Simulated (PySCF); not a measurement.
**C5H8AlF3O: density, localisation and related maps**

Input file:

```
{"job": {"kind": "nmr", "xc": "PBE0", "basis": "pcSseg-1"}, "charge": 0, "multiplicity": 1}
C      3.337590    -0.815178     0.256275
O      1.959438    -0.802956     0.021080
Al     0.363479    -0.860953    -0.338390
C     -0.802892     0.837090    -0.582523
C     -1.104333     1.546298    -1.905805
C     -2.022000     0.238301     0.007838
F     -3.230124     0.487799    -0.517318
C     -1.917795    -0.619869     1.018918
F     -2.826920    -1.262825     1.731511
F     -0.652017    -0.887261     1.488394
H      3.653055     0.138861     0.683236
H      3.588489    -1.618752     0.951401
H      3.872397    -0.979109    -0.681957
H     -0.272199    -2.160980    -0.822780
H     -0.432003     1.599242     0.125990
H     -0.188352     1.969804    -2.309713
H     -1.506313     0.846308    -2.634262
H     -1.828260     2.350498    -1.768312
```

Launched as:

```sh
OMP_NUM_THREADS=1 python probes_run.py task.json out
```

Geometry: GFN2-xTB.

The calculation used PBE0/pcSseg-1, SCF density, gas phase, non-relativistic in PySCF 2.14.0.

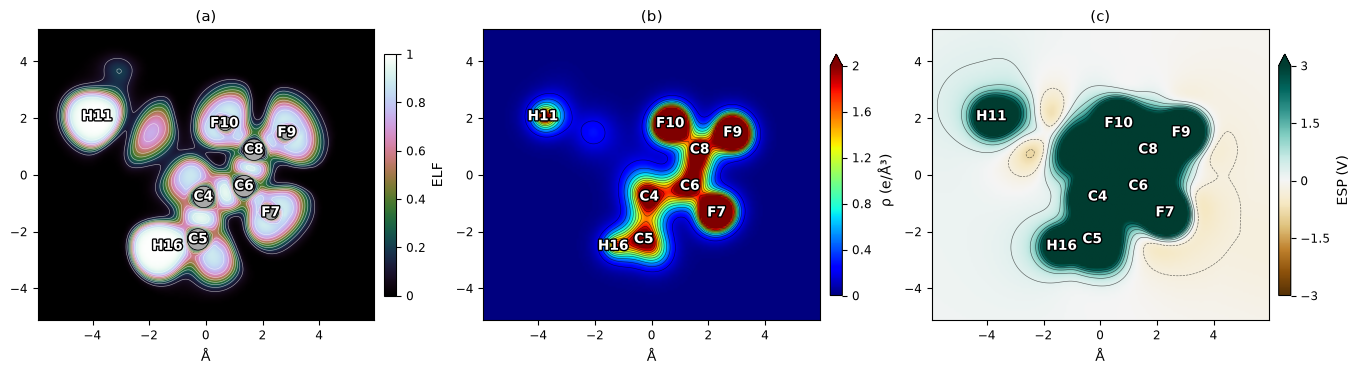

Figure 1. (a) ELF; (b) electron density; (c) molecular electrostatic potential on the plane of atoms F9, C8 and F10. Grey discs cover the atomic cores in the ELF map.

Q: Interpret the plot.

A:
- The plane passes through C, F and H nuclei.
- C–F (1.32 Å): ρ at the midpoint is about 2.4 e/Å³; the ELF peaks at about 0.85 between the atoms: a polar covalent bond.
- C–C (1.33 Å): ρ is about 2.3 e/Å³ halfway; the ELF peaks at about 0.90 between the atoms: a short, multiple covalent bond.
- C–H (1.09 Å): ρ at the midpoint is about 2 e/Å³; the ELF climbs to about 1 towards the hydrogen, as it does in any bond to H (a covalent bond by its length).
- The ELF also peaks beside F7, F9 and F10, away from the bonds: lone-pair regions.
- Outside the dense part of the molecule the potential is most negative (−0.9 V) near O2, which lies off the plane.

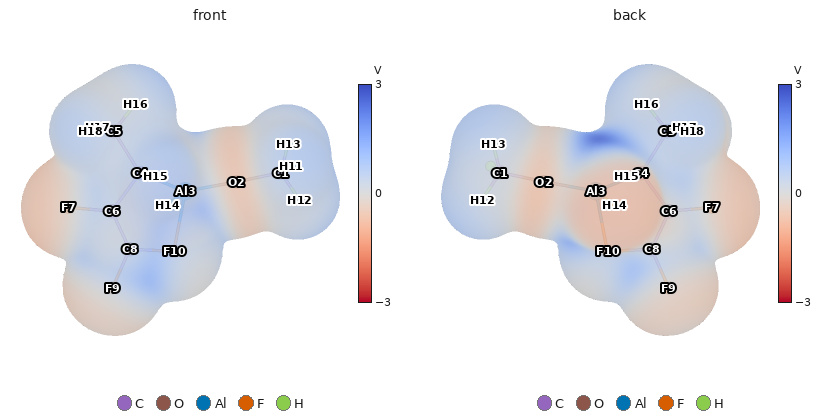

Figure 2. The electrostatic potential painted on the density surface at 0.002 e/bohr³, seen from the front and from behind; red is negative and blue positive.

Q: Which sites attract a positive test charge, and which a negative one?

A: A positive charge is drawn to the negative regions and a negative charge to the positive ones. The most negative region (about −0.7 V) lies over H14, the most positive (about +1.9 V) over Al3.
